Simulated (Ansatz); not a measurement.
# SiH2SO (SMILES O[Si]S) at HF/STO-3G

Aim: the vertical electron affinity of SiH2SO at HF/STO-3G, from 2 runs. 

The calculation is run with Ansatz 0.2.0.

## (1) The system as given

SiH2SO has 5 atoms, charge 0, and is taken as a singlet. As SMILES, `O[Si]S`. The shape is that of a PBE0-D4/def2-TZVP optimisation. This is one conformer, not always the lowest.

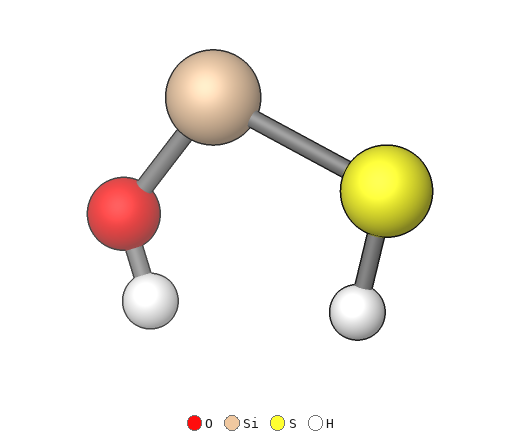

The structure, seen from a chosen angle (oxygen red, silicon light orange, sulfur yellow, hydrogen white).

## (2) The energy at HF/STO-3G

Contents of run.yaml:

```yaml
crystal:
  periodic: [false, false, false]
  atoms:
    - {symbol: O, position_ang: [-1.194700, -0.658900, -0.325800]}
    - {symbol: Si, position_ang: [-0.956800, 0.951300, -0.079500]}
    - {symbol: S, position_ang: [1.167700, 1.118600, 0.360300]}
    - {symbol: H, position_ang: [-0.489400, -1.308100, -0.267200]}
    - {symbol: H, position_ang: [1.523000, -0.176500, 0.270700]}
basis:
  gaussian: {orbitals: STO-3G}
accuracy: high
hamiltonian: {xc: hf}
magnetization: {spin_polarized: false, initial_magnetization: 0}
```

On the command line:

```bash
ansatz run run.yaml --threads 1 --pin off --max-ram 2610MiB --events-out events.jsonl --progress --plain --runs-dir runs
```

What it wrote:

```text
Warning: RAYON_NUM_THREADS=1 ignored (pool sized by the plan → 1); use --threads N
Functional definition: HF
  name "HF"
  exchange = exact_x
  correlation = 0
459 factors; integrals over basis functions are off by at most 3.2e-8 eV
mean field evaluation 1: about -20509.2195 eV, gradient 2.2e1 eV
mean field evaluation 2: about -20509.2821 eV, gradient 2.2e1 eV
mean field evaluation 4: about -20511.2192 eV, gradient 1.2e0 eV
mean field evaluation 8: about -20511.2278 eV, gradient 2.5e-2 eV
mean field -20511.22784832 eV, -753.7737204162 hartree, gradient 5.3e-8 eV, S^2 0.000000; 0 other end points of the search recorded, 0 dependent functions left out
reference -20511.22784832 eV, -753.7737204162 hartree; 20, 20 occupied and 5, 5 virtual orbitals, 459 factors
Total energy: -20511.22784832 eV, -753.7737204162 hartree
```

Run time: 0.14 s. Hardware: 1 thread of Arm Neoverse V2, shared host.

## (3) The doublet anion

Contents of molecule.yaml:

```yaml
crystal:
  periodic: [false, false, false]
  atoms:
    - {symbol: O, position_ang: [-1.194700, -0.658900, -0.325800]}
    - {symbol: Si, position_ang: [-0.956800, 0.951300, -0.079500]}
    - {symbol: S, position_ang: [1.167700, 1.118600, 0.360300]}
    - {symbol: H, position_ang: [-0.489400, -1.308100, -0.267200]}
    - {symbol: H, position_ang: [1.523000, -0.176500, 0.270700]}
basis:
  gaussian: {orbitals: STO-3G}
total_charge: -1
magnetization: {spin_polarized: true, initial_magnetization: 1}
hamiltonian: {xc: hf}
accuracy: high
```

On the command line:

```bash
ansatz run molecule.yaml --threads 1 --pin off --max-ram 2610MiB --events-out events.jsonl --progress --plain --runs-dir runs
```

What it wrote:

```text
Warning: RAYON_NUM_THREADS=1 ignored (pool sized by the plan → 1); use --threads N
[... 4 set-up lines as earlier in the session ...]
460 factors; integrals over basis functions are off by at most 3.2e-8 eV
mean field evaluation 1: about -20504.0957 eV, gradient 1.1e1 eV
mean field evaluation 2: about -20504.1809 eV, gradient 1.1e1 eV
mean field evaluation 4: about -20505.3394 eV, gradient 6.7e-1 eV
mean field evaluation 8: about -20505.3473 eV, gradient 1.4e-2 eV
mean field -20505.34728923 eV, -753.5576138556 hartree, gradient 8.5e-8 eV, S^2 0.754042; 0 other end points of the search recorded, 0 dependent functions left out
reference -20505.34728923 eV, -753.5576138556 hartree; 21, 20 occupied and 4, 5 virtual orbitals, 460 factors
Total energy: -20505.34728923 eV, -753.5576138556 hartree
```

Wall time 0.16 s (1 thread of Arm Neoverse V2, shared host).

## (4) Summary of results

Level: HF/STO-3G.

| quantity | value |
| --- | --- |
| singlet SiH2SO: total energy | -753.77372 Eh |
| doublet anion: total energy | -753.55761 Eh |
| doublet anion: ⟨S²⟩ | 0.754 |
| vertical electron affinity (to the doublet anion) | -5.881 eV |

**Reading.** The anion lies 5.88 eV (567 kJ/mol) above the neutral: the electron isn't bound at this level, and such a value depends on the basis. Without diffuse functions anions come out too high. Hartree–Fock misses the correlation that binds many anions. In a minimal basis such a difference can be off by several eV, whatever the method.
